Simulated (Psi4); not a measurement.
# AlH3S (SMILES [AlH2][SH]): SVWN5/def2-TZVP

Aim: the energy change on altering one bond length of AlH3S at SVWN5/def2-TZVP, from 2 runs. 

The results are computed with Psi4 1.11.

7 further runs of the same task are left out: 6 that didn't finish, 1 set aside as unsound or not needed.

## 1. Starting point

The species is AlH3S (5 atoms), meant as a singlet with charge 0. SMILES: `[AlH2][SH]`. The coordinates come from a PBE0-D4/def2-TZVP relaxation.

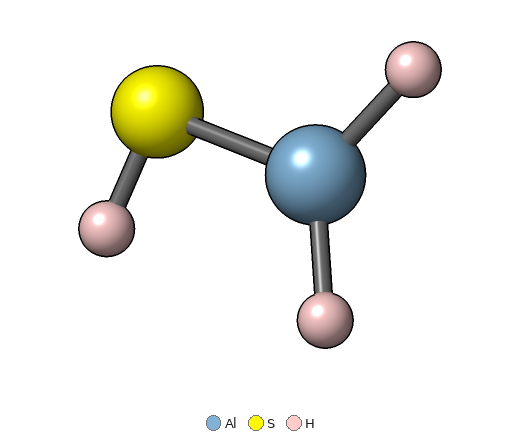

The structure, seen from a chosen angle (aluminium light blue, sulfur yellow, hydrogen pink).

## 2. A single-point energy at SVWN5/def2-TZVP

The input, alh3s.py:

```python
import psi4

psi4.set_memory('1600 MB')
psi4.set_num_threads(1)
psi4.set_output_file('output.dat', False)

geom = psi4.geometry("""
Al    -0.616100    -0.064200    -0.181700
S      1.129100    -0.343100     1.096600
H     -1.981700    -0.650100     0.351100
H     -0.441100     0.696000    -1.556400
H      1.959700     0.287800     0.249000
symmetry c1
no_reorient
no_com
""")

options = {'basis': 'def2-TZVP', 'puream': True, 'e_convergence': 1e-09, 'd_convergence': 1e-08, 'scf_type': 'pk', 'dft_radial_points': 99, 'dft_spherical_points': 590}
psi4.set_options(options)

E = psi4.energy('scf', dft_functional={"name": "SVWN5", "x_functionals": {"LDA_X": {}}, "c_functionals": {"LDA_C_VWN": {}}})
print(f'scf energy: {E:.10f} Eh')
for k, v in sorted(psi4.core.scalar_variables().items()):
    print(f'{k:45s} {v:18.10f}')
```

Run with:

```
python alh3s.py
```

output.dat:

```text
[...]
  Running in c1 symmetry.
[...]
  Nuclear repulsion =   73.814899731463512
[...]
  Multiplicity = 1
[...]
  Nalpha       = 16
  Nbeta        = 16
[...]
    Number of basis functions: 92
[...]
   @RKS iter   1:  -639.88676578588525   -2.08984e-01   6.28074e-03 DIIS/ADIIS
[...]
   @RKS iter  11:  -640.01984260872030   -1.10276e-11   4.25279e-09 DIIS
[...]
    Orbital Energies [Eh]
    ---------------------
    Doubly Occupied:
       1A    -87.704463     2A    -55.110885     3A     -7.634402
       4A     -5.689161     5A     -5.684437     6A     -5.682590
       7A     -3.915634     8A     -2.550321     9A     -2.543052
      10A     -2.540753    11A     -0.662059    12A     -0.395511
      13A     -0.359398    14A     -0.281965    15A     -0.272688
      16A     -0.250691
[...]
  @RKS Final Energy:  -640.01984260872030
   => Energetics <=
    Nuclear Repulsion Energy =             73.8148997314635125
    One-Electron Energy =               -1035.9556397335113616
    Two-Electron Energy =                 365.0618979396271016
    DFT Exchange-Correlation Energy =     -42.9410005462994633
    Empirical Dispersion Energy =           0.0000000000000000
    VV10 Nonlocal Energy =                  0.0000000000000000
    Total Energy =                       -640.0198426087202961
[...]
 Multipole Moments:
 ------------------------------------------------------------------------------------
     Multipole            Electronic (a.u.)      Nuclear  (a.u.)        Total (a.u.)
 ------------------------------------------------------------------------------------
 L = 1.  Multiply by 2.5417464519 to convert [e a0] to [Debye]
 Dipole X            :        -18.0982167           18.1285207            0.0303040
 Dipole Y            :         11.4967292          -11.3204044            0.1763249
 Dipole Z            :        -27.2086121           26.8855115           -0.3231006
 Magnitude           :                                                    0.3693275
[...]
```

The script printed:

```text
scf energy: -640.0198426087 Eh
CURRENT ENERGY                                   -640.0198426087
CURRENT REFERENCE ENERGY                         -640.0198426087
DD SOLVATION ENERGY                                 0.0000000000
DFT FUNCTIONAL TOTAL ENERGY                      -640.0198426087
DFT TOTAL ENERGY                                 -640.0198426087
DFT VV10 ENERGY                                     0.0000000000
DFT XC ENERGY                                     -42.9410005463
GRID ELECTRONS ALPHA                               15.9999999443
GRID ELECTRONS BETA                                15.9999999443
GRID ELECTRONS TOTAL                               31.9999998886
NUCLEAR REPULSION ENERGY                           73.8148997315
ONE-ELECTRON ENERGY                             -1035.9556397335
PCM POLARIZATION ENERGY                             0.0000000000
PE ENERGY                                           0.0000000000
SCF ITERATION ENERGY                             -640.0198426087
SCF ITERATIONS                                     11.0000000000
SCF TOTAL ENERGY                                 -640.0198426087
TWO-ELECTRON ENERGY                               365.0618979396
XC GRID RADIAL POINTS                              99.0000000000
XC GRID SPHERICAL POINTS                          590.0000000000
XC GRID TOTAL POINTS                           279101.0000000000
```

It took 6.9 s on 1 thread of Intel Xeon Platinum 8559C (Emerald Rapids), shared host; peak memory 0.52 GiB.

## 3. The distorted shape: energy and gradient at SVWN5/def2-TZVP

The input, alh3s.dat:

```
memory 1600 mb

molecule {
  Al
  S 1 R2
  H 1 R3 2 A3
  H 1 R4 2 A4 3 D4
  H 2 R5 1 A5 4 D5

  R2 = 2.181183
  R3 = 3.4729
  A3 = 116.54448
  R4 = 1.58061
  A4 = 118.85681
  D4 = -179.9949
  R5 = 1.344008
  A5 = 93.71841
  D5 = 0.00241
  units angstrom
  symmetry c1
  no_reorient
  no_com
}

set {
  basis                def2-TZVP
  puream               true
  e_convergence        1e-09
  d_convergence        1e-08
  scf_type             pk
  dft_radial_points    99
  dft_spherical_points 590
}

e, wfn = gradient("scf", dft_functional={"name": "SVWN5", "x_functionals": {"LDA_X": {}}, "c_functionals": {"LDA_C_VWN": {}}}, return_wfn=True)
oeprop(wfn, "DIPOLE", "MULLIKEN_CHARGES", "MAYER_INDICES", title="SCF")
```

Run with:

```
psi4 -n 1 alh3s.dat alh3s.out
```

alh3s.out, cut to the lines that bear on the results:

```text
[...]
  Running in c1 symmetry.
[...]
  Nuclear repulsion =   70.433047136879068
[...]
  Multiplicity = 1
[...]
  Nalpha       = 16
  Nbeta        = 16
[...]
    Number of basis functions: 92
[...]
   @RKS iter   1:  -639.70452272465116   -1.43577e-01   6.67245e-03 DIIS/ADIIS
[...]
   @RKS iter  24:  -639.88273743815591   -2.27374e-12   3.22046e-09 DIIS
[...]
  @RKS Final Energy:  -639.88273743815591
   => Energetics <=
    Nuclear Repulsion Energy =             70.4330471368790683
    One-Electron Energy =               -1028.2531963109024673
    Two-Electron Energy =                 360.7246911552791744
    DFT Exchange-Correlation Energy =     -42.7872794194117247
    Empirical Dispersion Energy =           0.0000000000000000
    VV10 Nonlocal Energy =                  0.0000000000000000
    Total Energy =                       -639.8827374381559139
[...]
  -Total Gradient:
     Atom            X                  Y                   Z
    ------   -----------------  -----------------  -----------------
       1        0.000001049353    -0.020279827197     0.002389114970
       2       -0.000000957796    -0.011119584837     0.002035382590
       3       -0.000000200245     0.021539623518    -0.010730816512
       4       -0.000000290303     0.002196561901     0.004276605685
       5        0.000000399189     0.007658399384     0.002026743602
[...]
 Multipole Moments:
 ------------------------------------------------------------------------------------
     Multipole            Electronic (a.u.)      Nuclear  (a.u.)        Total (a.u.)
 ------------------------------------------------------------------------------------
 L = 1.  Multiply by 2.5417464519 to convert [e a0] to [Debye]
 Dipole X            :          0.0001781           -0.0001688            0.0000093
 Dipole Y            :         -1.6192414            0.3455981           -1.2736433
 Dipole Z            :          2.5187985           -2.1352844            0.3835141
 Magnitude           :                                                    1.3301317
[...]
  Mulliken Charges: (a.u.)
   Center  Symbol    Alpha    Beta     Spin     Total
       1    AL     6.39189  6.39189  0.00000  0.21622
       2     S     8.11229  8.11229  0.00000 -0.22457
       3     H     0.57773  0.57773  0.00000 -0.15545
[...]
```

Run time: 15 s. Hardware: 1 thread of Intel Xeon Platinum 8559C (Emerald Rapids), shared host; peak memory 0.51 GiB.

## 4. Outcome

Level: SVWN5/def2-TZVP.

| quantity | value |
| --- | --- |
| first shape: total energy | -640.01984 Eh |
| first shape: dipole moment | 0.94 D |
| first shape: HOMO energy | -6.82 eV |
| first shape: LUMO energy | -2.38 eV |
| first shape: HOMO–LUMO gap | 4.44 eV |
| distorted shape: total energy | -639.88274 Eh |
| distorted shape: dipole moment | 3.38 D |
| distorted shape: HOMO energy | -5.48 eV |
| distorted shape: LUMO energy | -4.23 eV |
| distorted shape: HOMO–LUMO gap | 1.25 eV |
| distorted shape: largest force on an atom | 1.237 eV/Å |
| energy change with the Al1–H3 bond stretched from 1.579 to 3.473 Å | 3.731 eV |

What this shows: One bond (distorted shape) is far stretched, which a spin-restricted single reference describes badly; a broken-symmetry solution may lie lower. With the Al1–H3 bond stretched from 1.579 to 3.473 Å the energy rises by 3.73 eV (86 kcal/mol). The first shape isn't relaxed at this level, so the change isn't measured from a minimum. A restricted reference can't describe the breaking bond well at this length. Mulliken charges (distorted shape) run from -0.22 on S2 to +0.22 on Al1; they depend strongly on the basis.
